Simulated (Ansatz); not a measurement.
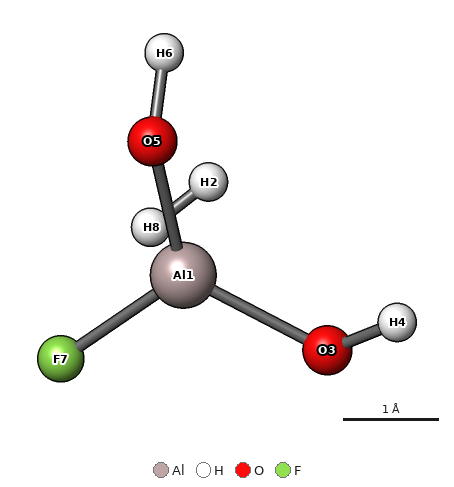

Fig. 1: The structure as given in the input (ball-and-stick view, seen at a tilt; atoms are numbered from 1 in the order of the input). Sticks mark near contacts. Bond lengths as drawn: Al–F 1.68 Å, Al–O 1.70 to 1.71 Å, H–H 0.78 Å and H–O 0.97 Å.

# Molecular dynamics, with input and output: AlH4O2F (part 1 of 3)

The run: molecular dynamics of AlH4O2F. Method and program: RKS PBE-D4/def2-SVP (Ansatz 0.2.0).

It belongs to a series of runs on one base structure; here: dynamics from the highest image of the converged band. Figures and captions count atoms from 1; the log counts them from 0 in places.

Input file:
```yaml
crystal:
  periodic: [false, false, false]
  atoms:
    - { symbol: Al, position_ang: [0.049913, 0.577515, -0.258913] }
    - { symbol: H, position_ang: [-0.015367, -0.340295, 1.86568] }
    - { symbol: O, position_ang: [1.585257, -0.084951, -0.62155] }
    - { symbol: H, position_ang: [1.676706, -0.812726, -1.255174] }
    - { symbol: O, position_ang: [-1.42852, -0.036361, -0.840166] }
    - { symbol: H, position_ang: [-2.00131, -0.736029, -0.502611] }
    - { symbol: F, position_ang: [0.073682, 2.103645, 0.44132] }
    - { symbol: H, position_ang: [-0.013161, 0.428803, 1.967015] }
basis:
  gaussian: { orbitals: def2-SVP }
hamiltonian:
  xc: pbe
  dispersion: d4
md:
  timestep: 0.5
  n_steps: 200
  ensemble: nve
  temperature: 300.0
  initial_velocities: maxwell_boltzmann
  seed: 10999
```

Run on 1 thread of Arm Neoverse V1, 24 GiB of memory available, shared host.

Launch command:
```bash
ansatz run input.yaml --threads 1 --pin off --max-ram 2048MiB --backend cpu --events-out ev --progress --plain --runs-dir out
```

Output:
```
Engine: ansatz 0.2.0, aarch64-unknown-linux-gnu
Functional definition: PBE
  parameter kappa = 0.804
  parameter beta = 0.06672455060314922
  exchange = pbe_x(kappa = kappa, mu = beta*pi^2/3)
  correlation = pbe_c(beta = beta)
859 factors; their error is unknown
mean field evaluation 1: about -13445.3808 eV, gradient 8.8e1 eV
mean field evaluation 2: about -13387.8331 eV, gradient 1.9e2 eV
mean field evaluation 4: about -13458.2612 eV, gradient 1.7e1 eV
mean field evaluation 8: about -13458.7389 eV, gradient 3.9e-2 eV
mean field evaluation 16: about -13458.7026 eV, gradient 1.4e-5 eV
mean field -13458.70256107 eV, -494.5981964831 hartree, gradient 1.4e-5 eV, S^2 0.000000; 0 other end points of the search recorded, 0 dependent functions left out
the calculation of the forces begins
reference -13458.70259885 eV, -494.5981978715 hartree; 21, 21 occupied and 59, 59 virtual orbitals, 859 factors
md step     0: t =     0.00 fs  T =   300.0 K  F+E_penalty+E_count = -13458.81686713 eV  E_kin = 0.232668 eV  conserved = -13458.58419914 eV  (25 SCF iters)
these checks for a lower state are left out or cut short: starts, cluster_reference, orbital_swaps, neighbouring_geometries, increment
859 factors; their error is unknown
mean field -13458.70015254 eV, -494.5981079714 hartree, gradient 1.3e-5 eV, S^2 0.000000; 0 other end points of the search recorded, 0 dependent functions left out
the calculation of the forces begins
reference -13458.70019033 eV, -494.5981093601 hartree; 21, 21 occupied and 59, 59 virtual orbitals, 859 factors
md step     1: t =     0.50 fs  T =   297.2 K  F+E_penalty+E_count = -13458.81461336 eV  E_kin = 0.230463 eV  conserved = -13458.58415078 eV  (27 SCF iters, 3 dispersion substeps)
[... from here on the SCF iterations and repeated set-up lines of each step are left out, up to the last step ...]
md step     2: t =     1.00 fs  T =   289.8 K  F+E_penalty+E_count = -13458.80873351 eV  E_kin = 0.224731 eV  conserved = -13458.58400222 eV  (27 SCF iters, 3 dispersion substeps)
md step     3: t =     1.50 fs  T =   280.8 K  F+E_penalty+E_count = -13458.80158469 eV  E_kin = 0.217752 eV  conserved = -13458.58383255 eV  (27 SCF iters, 3 dispersion substeps)
md step     4: t =     2.00 fs  T =   273.5 K  F+E_penalty+E_count = -13458.79585069 eV  E_kin = 0.212128 eV  conserved = -13458.58372301 eV  (27 SCF iters, 3 dispersion substeps)
md step     5: t =     2.50 fs  T =   270.2 K  F+E_penalty+E_count = -13458.79327626 eV  E_kin = 0.209556 eV  conserved = -13458.58371991 eV  (27 SCF iters, 3 dispersion substeps)
md step     6: t =     3.00 fs  T =   270.9 K  F+E_penalty+E_count = -13458.79393429 eV  E_kin = 0.210115 eV  conserved = -13458.58381897 eV  (27 SCF iters, 3 dispersion substeps)
md step     7: t =     3.50 fs  T =   273.7 K  F+E_penalty+E_count = -13458.79628105 eV  E_kin = 0.212309 eV  conserved = -13458.58397220 eV  (27 SCF iters, 3 dispersion substeps)
md step     8: t =     4.00 fs  T =   275.7 K  F+E_penalty+E_count = -13458.79789917 eV  E_kin = 0.213789 eV  conserved = -13458.58411049 eV  (27 SCF iters, 3 dispersion substeps)
md step     9: t =     4.50 fs  T =   273.9 K  F+E_penalty+E_count = -13458.79658569 eV  E_kin = 0.212416 eV  conserved = -13458.58417005 eV  (27 SCF iters, 3 dispersion substeps)
md step    10: t =     5.00 fs  T =   267.2 K  F+E_penalty+E_count = -13458.79135698 eV  E_kin = 0.207239 eV  conserved = -13458.58411835 eV  (27 SCF iters, 3 dispersion substeps)
md step    11: t =     5.50 fs  T =   256.6 K  F+E_penalty+E_count = -13458.78295592 eV  E_kin = 0.198983 eV  conserved = -13458.58397302 eV  (28 SCF iters, 3 dispersion substeps)
md step    12: t =     6.00 fs  T =   244.7 K  F+E_penalty+E_count = -13458.77357047 eV  E_kin = 0.189768 eV  conserved = -13458.58380265 eV  (28 SCF iters, 3 dispersion substeps)
md step    13: t =     6.50 fs  T =   234.8 K  F+E_penalty+E_count = -13458.76577408 eV  E_kin = 0.182077 eV  conserved = -13458.58369725 eV  (28 SCF iters, 3 dispersion substeps)
md step    14: t =     7.00 fs  T =   228.8 K  F+E_penalty+E_count = -13458.76115585 eV  E_kin = 0.177440 eV  conserved = -13458.58371619 eV  (28 SCF iters, 3 dispersion substeps)
md step    15: t =     7.50 fs  T =   226.4 K  F+E_penalty+E_count = -13458.75942813 eV  E_kin = 0.175581 eV  conserved = -13458.58384729 eV  (28 SCF iters, 3 dispersion substeps)
md step    16: t =     8.00 fs  T =   225.1 K  F+E_penalty+E_count = -13458.75861092 eV  E_kin = 0.174598 eV  conserved = -13458.58401256 eV  (28 SCF iters, 3 dispersion substeps)
md step    17: t =     8.50 fs  T =   221.9 K  F+E_penalty+E_count = -13458.75620483 eV  E_kin = 0.172087 eV  conserved = -13458.58411833 eV  (28 SCF iters, 3 dispersion substeps)
md step    18: t =     9.00 fs  T =   214.7 K  F+E_penalty+E_count = -13458.75060968 eV  E_kin = 0.166499 eV  conserved = -13458.58411095 eV  (26 SCF iters, 3 dispersion substeps)
md step    19: t =     9.50 fs  T =   203.7 K  F+E_penalty+E_count = -13458.74195084 eV  E_kin = 0.157950 eV  conserved = -13458.58400094 eV  (28 SCF iters, 3 dispersion substeps)
md step    20: t =    10.00 fs  T =   190.9 K  F+E_penalty+E_count = -13458.73193201 eV  E_kin = 0.148083 eV  conserved = -13458.58384890 eV  (28 SCF iters, 3 dispersion substeps)
md step    21: t =    10.50 fs  T =   179.5 K  F+E_penalty+E_count = -13458.72291427 eV  E_kin = 0.139185 eV  conserved = -13458.58372910 eV  (28 SCF iters, 3 dispersion substeps)
md step    22: t =    11.00 fs  T =   171.6 K  F+E_penalty+E_count = -13458.71677002 eV  E_kin = 0.133077 eV  conserved = -13458.58369320 eV  (28 SCF iters, 3 dispersion substeps)
md step    23: t =    11.50 fs  T =   168.0 K  F+E_penalty+E_count = -13458.71407342 eV  E_kin = 0.130324 eV  conserved = -13458.58374992 eV  (28 SCF iters, 3 dispersion substeps)
md step    24: t =    12.00 fs  T =   167.7 K  F+E_penalty+E_count = -13458.71395107 eV  E_kin = 0.130084 eV  conserved = -13458.58386667 eV  (28 SCF iters, 3 dispersion substeps)
md step    25: t =    12.50 fs  T =   168.4 K  F+E_penalty+E_count = -13458.71457955 eV  E_kin = 0.130591 eV  conserved = -13458.58398865 eV  (28 SCF iters, 3 dispersion substeps)
md step    26: t =    13.00 fs  T =   167.6 K  F+E_penalty+E_count = -13458.71404366 eV  E_kin = 0.129980 eV  conserved = -13458.58406317 eV  (28 SCF iters, 3 dispersion substeps)
md step    27: t =    13.50 fs  T =   163.9 K  F+E_penalty+E_count = -13458.71117079 eV  E_kin = 0.127111 eV  conserved = -13458.58405943 eV  (28 SCF iters, 3 dispersion substeps)
md step    28: t =    14.00 fs  T =   157.4 K  F+E_penalty+E_count = -13458.70602132 eV  E_kin = 0.122043 eV  conserved = -13458.58397880 eV  (28 SCF iters, 3 dispersion substeps)
md step    29: t =    14.50 fs  T =   149.6 K  F+E_penalty+E_count = -13458.69986411 eV  E_kin = 0.116009 eV  conserved = -13458.58385538 eV  (28 SCF iters, 3 dispersion substeps)
md step    30: t =    15.00 fs  T =   143.0 K  F+E_penalty+E_count = -13458.69463123 eV  E_kin = 0.110885 eV  conserved = -13458.58374588 eV  (28 SCF iters, 3 dispersion substeps)
md step    31: t =    15.50 fs  T =   139.7 K  F+E_penalty+E_count = -13458.69202692 eV  E_kin = 0.108320 eV  conserved = -13458.58370655 eV  (28 SCF iters, 3 dispersion substeps)
md step    32: t =    16.00 fs  T =   140.4 K  F+E_penalty+E_count = -13458.69266225 eV  E_kin = 0.108900 eV  conserved = -13458.58376210 eV  (28 SCF iters, 3 dispersion substeps)
md step    33: t =    16.50 fs  T =   144.2 K  F+E_penalty+E_count = -13458.69568742 eV  E_kin = 0.111801 eV  conserved = -13458.58388595 eV  (28 SCF iters)
md step    34: t =    17.00 fs  T =   148.5 K  F+E_penalty+E_count = -13458.69920364 eV  E_kin = 0.115191 eV  conserved = -13458.58401215 eV  (28 SCF iters)
md step    35: t =    17.50 fs  T =   151.1 K  F+E_penalty+E_count = -13458.70127030 eV  E_kin = 0.117196 eV  conserved = -13458.58407440 eV  (28 SCF iters)
md step    36: t =    18.00 fs  T =   150.7 K  F+E_penalty+E_count = -13458.70091698 eV  E_kin = 0.116872 eV  conserved = -13458.58404478 eV  (28 SCF iters)
md step    37: t =    18.50 fs  T =   147.8 K  F+E_penalty+E_count = -13458.69857796 eV  E_kin = 0.114632 eV  conserved = -13458.58394587 eV  (26 SCF iters)
md step    38: t =    19.00 fs  T =   144.3 K  F+E_penalty+E_count = -13458.69575833 eV  E_kin = 0.111926 eV  conserved = -13458.58383282 eV  (28 SCF iters)
md step    39: t =    19.50 fs  T =   142.4 K  F+E_penalty+E_count = -13458.69419441 eV  E_kin = 0.110434 eV  conserved = -13458.58376080 eV  (28 SCF iters)
md step    40: t =    20.00 fs  T =   143.4 K  F+E_penalty+E_count = -13458.69500196 eV  E_kin = 0.111244 eV  conserved = -13458.58375793 eV  (28 SCF iters)
md step    41: t =    20.50 fs  T =   147.5 K  F+E_penalty+E_count = -13458.69823233 eV  E_kin = 0.114415 eV  conserved = -13458.58381688 eV  (28 SCF iters)
md step    42: t =    21.00 fs  T =   153.5 K  F+E_penalty+E_count = -13458.70296993 eV  E_kin = 0.119063 eV  conserved = -13458.58390676 eV  (28 SCF iters)
md step    43: t =    21.50 fs  T =   159.6 K  F+E_penalty+E_count = -13458.70780468 eV  E_kin = 0.123813 eV  conserved = -13458.58399211 eV  (28 SCF iters)
md step    44: t =    22.00 fs  T =   164.2 K  F+E_penalty+E_count = -13458.71139416 eV  E_kin = 0.127349 eV  conserved = -13458.58404497 eV  (28 SCF iters)
md step    45: t =    22.50 fs  T =   166.2 K  F+E_penalty+E_count = -13458.71292010 eV  E_kin = 0.128873 eV  conserved = -13458.58404706 eV  (28 SCF iters)
md step    46: t =    23.00 fs  T =   165.5 K  F+E_penalty+E_count = -13458.71238227 eV  E_kin = 0.128390 eV  conserved = -13458.58399181 eV  (28 SCF iters)
md step    47: t =    23.50 fs  T =   163.5 K  F+E_penalty+E_count = -13458.71068161 eV  E_kin = 0.126788 eV  conserved = -13458.58389400 eV  (28 SCF iters)
md step    48: t =    24.00 fs  T =   161.9 K  F+E_penalty+E_count = -13458.70935701 eV  E_kin = 0.125560 eV  conserved = -13458.58379701 eV  (28 SCF iters)
md step    49: t =    24.50 fs  T =   162.6 K  F+E_penalty+E_count = -13458.70990019 eV  E_kin = 0.126143 eV  conserved = -13458.58375733 eV  (28 SCF iters)
md step    50: t =    25.00 fs  T =   166.5 K  F+E_penalty+E_count = -13458.71290325 eV  E_kin = 0.129097 eV  conserved = -13458.58380634 eV  (28 SCF iters)
md step    51: t =    25.50 fs  T =   172.4 K  F+E_penalty+E_count = -13458.71760209 eV  E_kin = 0.133681 eV  conserved = -13458.58392105 eV  (28 SCF iters)
md step    52: t =    26.00 fs  T =   178.2 K  F+E_penalty+E_count = -13458.72223120 eV  E_kin = 0.138196 eV  conserved = -13458.58403557 eV  (28 SCF iters)
md step    53: t =    26.50 fs  T =   181.7 K  F+E_penalty+E_count = -13458.72501693 eV  E_kin = 0.140931 eV  conserved = -13458.58408573 eV  (28 SCF iters)
md step    54: t =    27.00 fs  T =   181.9 K  F+E_penalty+E_count = -13458.72515287 eV  E_kin = 0.141104 eV  conserved = -13458.58404901 eV  (28 SCF iters)
md step    55: t =    27.50 fs  T =   179.5 K  F+E_penalty+E_count = -13458.72315894 eV  E_kin = 0.139207 eV  conserved = -13458.58395188 eV  (28 SCF iters)
md step    56: t =    28.00 fs  T =   176.2 K  F+E_penalty+E_count = -13458.72049932 eV  E_kin = 0.136653 eV  conserved = -13458.58384682 eV  (26 SCF iters)
md step    57: t =    28.50 fs  T =   174.1 K  F+E_penalty+E_count = -13458.71879003 eV  E_kin = 0.135009 eV  conserved = -13458.58378093 eV  (28 SCF iters)
md step    58: t =    29.00 fs  T =   174.4 K  F+E_penalty+E_count = -13458.71906721 eV  E_kin = 0.135290 eV  conserved = -13458.58377676 eV  (28 SCF iters)
md step    59: t =    29.50 fs  T =   177.4 K  F+E_penalty+E_count = -13458.72141956 eV  E_kin = 0.137588 eV  conserved = -13458.58383114 eV  (28 SCF iters)
md step    60: t =    30.00 fs  T =   181.9 K  F+E_penalty+E_count = -13458.72502254 eV  E_kin = 0.141099 eV  conserved = -13458.58392340 eV  (28 SCF iters)
md step    61: t =    30.50 fs  T =   186.2 K  F+E_penalty+E_count = -13458.72846499 eV  E_kin = 0.144444 eV  conserved = -13458.58402102 eV  (28 SCF iters)
md step    62: t =    31.00 fs  T =   188.5 K  F+E_penalty+E_count = -13458.73027475 eV  E_kin = 0.146192 eV  conserved = -13458.58408282 eV  (28 SCF iters)
md step    63: t =    31.50 fs  T =   187.6 K  F+E_penalty+E_count = -13458.72956788 eV  E_kin = 0.145497 eV  conserved = -13458.58407081 eV  (27 SCF iters)
md step    64: t =    32.00 fs  T =   183.9 K  F+E_penalty+E_count = -13458.72661715 eV  E_kin = 0.142642 eV  conserved = -13458.58397501 eV  (27 SCF iters)
md step    65: t =    32.50 fs  T =   179.4 K  F+E_penalty+E_count = -13458.72296359 eV  E_kin = 0.139128 eV  conserved = -13458.58383527 eV  (27 SCF iters, 3 dispersion substeps)
md step    66: t =    33.00 fs  T =   176.7 K  F+E_penalty+E_count = -13458.72077832 eV  E_kin = 0.137049 eV  conserved = -13458.58372970 eV  (26 SCF iters, 3 dispersion substeps)
md step    67: t =    33.50 fs  T =   177.9 K  F+E_penalty+E_count = -13458.72166534 eV  E_kin = 0.137939 eV  conserved = -13458.58372655 eV  (28 SCF iters, 3 dispersion substeps)
md step    68: t =    34.00 fs  T =   182.8 K  F+E_penalty+E_count = -13458.72564096 eV  E_kin = 0.141810 eV  conserved = -13458.58383134 eV  (27 SCF iters, 3 dispersion substeps)
md step    69: t =    34.50 fs  T =   189.6 K  F+E_penalty+E_count = -13458.73105828 eV  E_kin = 0.147078 eV  conserved = -13458.58397983 eV  (27 SCF iters, 3 dispersion substeps)
md step    70: t =    35.00 fs  T =   195.3 K  F+E_penalty+E_count = -13458.73558052 eV  E_kin = 0.151497 eV  conserved = -13458.58408305 eV  (26 SCF iters, 3 dispersion substeps)
md step    71: t =    35.50 fs  T =   197.9 K  F+E_penalty+E_count = -13458.73753283 eV  E_kin = 0.153446 eV  conserved = -13458.58408644 eV  (26 SCF iters, 3 dispersion substeps)
md step    72: t =    36.00 fs  T =   197.0 K  F+E_penalty+E_count = -13458.73675919 eV  E_kin = 0.152763 eV  conserved = -13458.58399581 eV  (26 SCF iters, 3 dispersion substeps)
md step    73: t =    36.50 fs  T =   194.3 K  F+E_penalty+E_count = -13458.73456630 eV  E_kin = 0.150702 eV  conserved = -13458.58386391 eV  (27 SCF iters, 3 dispersion substeps)
md step    74: t =    37.00 fs  T =   192.4 K  F+E_penalty+E_count = -13458.73293939 eV  E_kin = 0.149184 eV  conserved = -13458.58375578 eV  (27 SCF iters, 3 dispersion substeps)
md step    75: t =    37.50 fs  T =   193.2 K  F+E_penalty+E_count = -13458.73354355 eV  E_kin = 0.149825 eV  conserved = -13458.58371832 eV  (27 SCF iters, 3 dispersion substeps)
md step    76: t =    38.00 fs  T =   197.6 K  F+E_penalty+E_count = -13458.73698554 eV  E_kin = 0.153220 eV  conserved = -13458.58376567 eV  (26 SCF iters, 3 dispersion substeps)
md step    77: t =    38.50 fs  T =   204.6 K  F+E_penalty+E_count = -13458.74258160 eV  E_kin = 0.158703 eV  conserved = -13458.58387834 eV  (26 SCF iters, 3 dispersion substeps)
md step    78: t =    39.00 fs  T =   212.3 K  F+E_penalty+E_count = -13458.74865952 eV  E_kin = 0.164649 eV  conserved = -13458.58401020 eV  (26 SCF iters, 3 dispersion substeps)
md step    79: t =    39.50 fs  T =   218.1 K  F+E_penalty+E_count = -13458.75328609 eV  E_kin = 0.169185 eV  conserved = -13458.58410106 eV  (26 SCF iters, 3 dispersion substeps)
md step    80: t =    40.00 fs  T =   220.6 K  F+E_penalty+E_count = -13458.75519752 eV  E_kin = 0.171097 eV  conserved = -13458.58410049 eV  (26 SCF iters, 3 dispersion substeps)
md step    81: t =    40.50 fs  T =   219.9 K  F+E_penalty+E_count = -13458.75455755 eV  E_kin = 0.170561 eV  conserved = -13458.58399672 eV  (26 SCF iters, 3 dispersion substeps)
md step    82: t =    41.00 fs  T =   218.2 K  F+E_penalty+E_count = -13458.75309422 eV  E_kin = 0.169258 eV  conserved = -13458.58383587 eV  (27 SCF iters, 3 dispersion substeps)
md step    83: t =    41.50 fs  T =   218.7 K  F+E_penalty+E_count = -13458.75334999 eV  E_kin = 0.169642 eV  conserved = -13458.58370799 eV  (27 SCF iters, 3 dispersion substeps)
md step    84: t =    42.00 fs  T =   223.8 K  F+E_penalty+E_count = -13458.75729574 eV  E_kin = 0.173603 eV  conserved = -13458.58369322 eV  (27 SCF iters, 3 dispersion substeps)
md step    85: t =    42.50 fs  T =   233.8 K  F+E_penalty+E_count = -13458.76511997 eV  E_kin = 0.181315 eV  conserved = -13458.58380449 eV  (27 SCF iters, 3 dispersion substeps)
md step    86: t =    43.00 fs  T =   246.4 K  F+E_penalty+E_count = -13458.77504392 eV  E_kin = 0.191069 eV  conserved = -13458.58397487 eV  (27 SCF iters, 3 dispersion substeps)
md step    87: t =    43.50 fs  T =   258.2 K  F+E_penalty+E_count = -13458.78433873 eV  E_kin = 0.200234 eV  conserved = -13458.58410441 eV  (27 SCF iters, 3 dispersion substeps)
md step    88: t =    44.00 fs  T =   266.6 K  F+E_penalty+E_count = -13458.79085424 eV  E_kin = 0.206729 eV  conserved = -13458.58412559 eV  (27 SCF iters, 3 dispersion substeps)
md step    89: t =    44.50 fs  T =   270.8 K  F+E_penalty+E_count = -13458.79408194 eV  E_kin = 0.210044 eV  conserved = -13458.58403811 eV  (27 SCF iters, 3 dispersion substeps)
md step    90: t =    45.00 fs  T =   272.5 K  F+E_penalty+E_count = -13458.79521084 eV  E_kin = 0.211313 eV  conserved = -13458.58389778 eV  (27 SCF iters, 3 dispersion substeps)
md step    91: t =    45.50 fs  T =   274.0 K  F+E_penalty+E_count = -13458.79631351 eV  E_kin = 0.212535 eV  conserved = -13458.58377892 eV  (26 SCF iters, 3 dispersion substeps)
md step    92: t =    46.00 fs  T =   277.8 K  F+E_penalty+E_count = -13458.79921804 eV  E_kin = 0.215481 eV  conserved = -13458.58373711 eV  (27 SCF iters, 3 dispersion substeps)
md step    93: t =    46.50 fs  T =   284.8 K  F+E_penalty+E_count = -13458.80463977 eV  E_kin = 0.220851 eV  conserved = -13458.58378876 eV  (27 SCF iters, 3 dispersion substeps)
md step    94: t =    47.00 fs  T =   294.0 K  F+E_penalty+E_count = -13458.81190482 eV  E_kin = 0.227995 eV  conserved = -13458.58390989 eV  (27 SCF iters, 3 dispersion substeps)
md step    95: t =    47.50 fs  T =   303.3 K  F+E_penalty+E_count = -13458.81930295 eV  E_kin = 0.235255 eV  conserved = -13458.58404792 eV  (27 SCF iters, 3 dispersion substeps)
md step    96: t =    48.00 fs  T =   310.4 K  F+E_penalty+E_count = -13458.82489046 eV  E_kin = 0.240749 eV  conserved = -13458.58414122 eV  (25 SCF iters, 3 dispersion substeps)
md step    97: t =    48.50 fs  T =   313.7 K  F+E_penalty+E_count = -13458.82743443 eV  E_kin = 0.243292 eV  conserved = -13458.58414209 eV  (27 SCF iters)
md step    98: t =    49.00 fs  T =   313.4 K  F+E_penalty+E_count = -13458.82712114 eV  E_kin = 0.243079 eV  conserved = -13458.58404183 eV  (27 SCF iters)
md step    99: t =    49.50 fs  T =   311.7 K  F+E_penalty+E_count = -13458.82565386 eV  E_kin = 0.241769 eV  conserved = -13458.58388446 eV  (27 SCF iters)
md step   100: t =    50.00 fs  T =   311.8 K  F+E_penalty+E_count = -13458.82553789 eV  E_kin = 0.241783 eV  conserved = -13458.58375474 eV  (27 SCF iters)
md step   101: t =    50.50 fs  T =   315.9 K  F+E_penalty+E_count = -13458.82876860 eV  E_kin = 0.245036 eV  conserved = -13458.58373253 eV  (27 SCF iters)
md step   102: t =    51.00 fs  T =   324.7 K  F+E_penalty+E_count = -13458.83562521 eV  E_kin = 0.251787 eV  conserved = -13458.58383811 eV  (27 SCF iters)
md step   103: t =    51.50 fs  T =   335.7 K  F+E_penalty+E_count = -13458.84437887 eV  E_kin = 0.260365 eV  conserved = -13458.58401381 eV  (27 SCF iters)
md step   104: t =    52.00 fs  T =   345.6 K  F+E_penalty+E_count = -13458.85217896 eV  E_kin = 0.268017 eV  conserved = -13458.58416182 eV  (27 SCF iters, 3 dispersion substeps)
```
